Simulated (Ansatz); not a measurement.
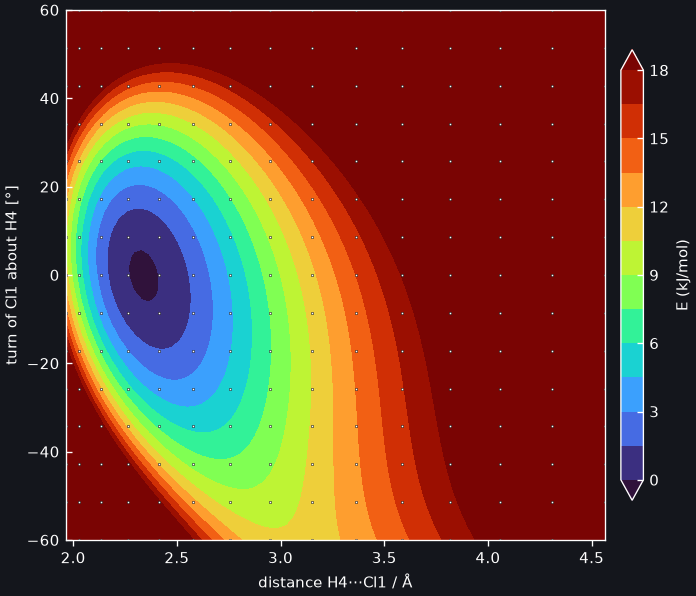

The pair Cl···H₃N, charge −1. The turn is about an axis along (−0.90, −0.42, −0.05) in the frame of the relaxed pair, normal to the line between the partners. Coordinates scanned: (1) distance H4···Cl1; (2) turn of Cl1 about H4. The grid has 15 × 15 points. Energies are in kJ/mol, from the lowest grid point. Method: RKS PBE0-D4/def2-TZVPD in Ansatz 0.2.0.

The picture shows filled contours, dots at the grid points, one colour for all values above the top of the scale. Between grid points the surface is interpolated.

Where is the minimum, and how stiff is the well along each coordinate?

The interpolated minimum is at distance H4···Cl1 ≈ 2.337 Å, turn of Cl1 about H4 ≈ 0.0°. The curvatures there are about 1 eV/Å² and 0.51 eV/rad², with a cross term of about 0.19 eV/(Å·rad). Round the minimum the valley is somewhat tilted: raising distance H4···Cl1 shifts the best value of turn of Cl1 about H4 downwards (coupling k₁₂/√(k₁₁k₂₂) about 0.3). (1 eV is 96.5 kJ/mol.)
